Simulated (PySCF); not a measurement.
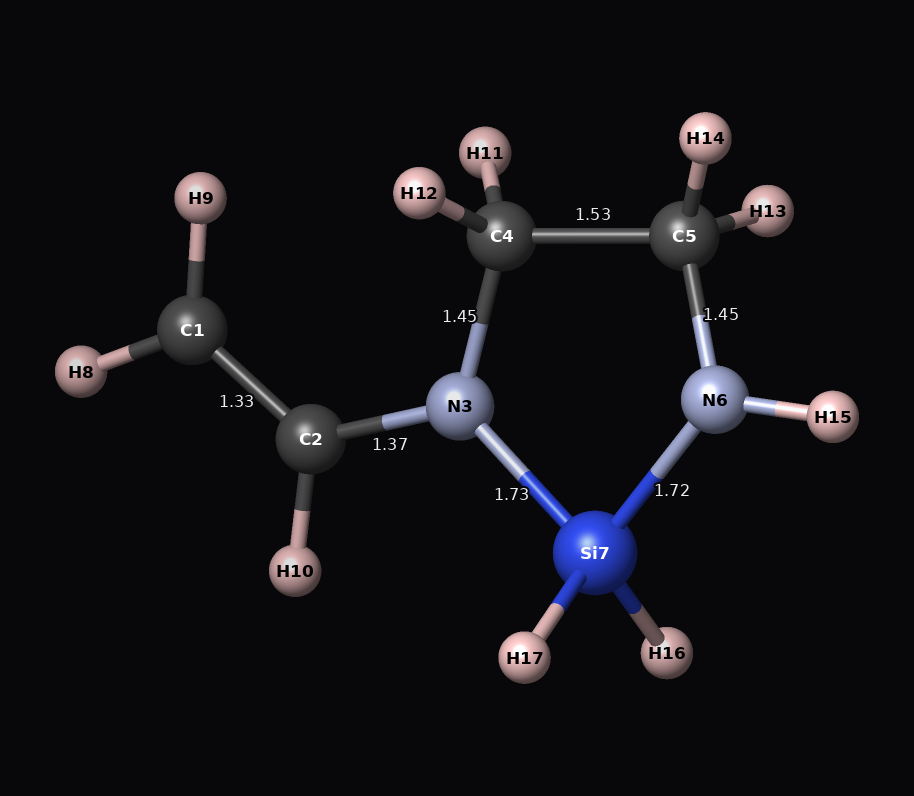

Bond lengths are marked in Å; every bond is drawn as one stick. The computed structure is the end point of a GFN2-xTB optimisation. No frequency run is at hand to confirm it as a minimum.

Q: Which of the marked bonds are single, double, triple or aromatic?

A: C1–C2 double; C2–N3 single; N3–C4 single; N3–Si7 single; C4–C5 single; C5–N6 single; N6–Si7 single.

Q: Give the structure as SMILES.

A: C=CN1CCN[SiH2]1
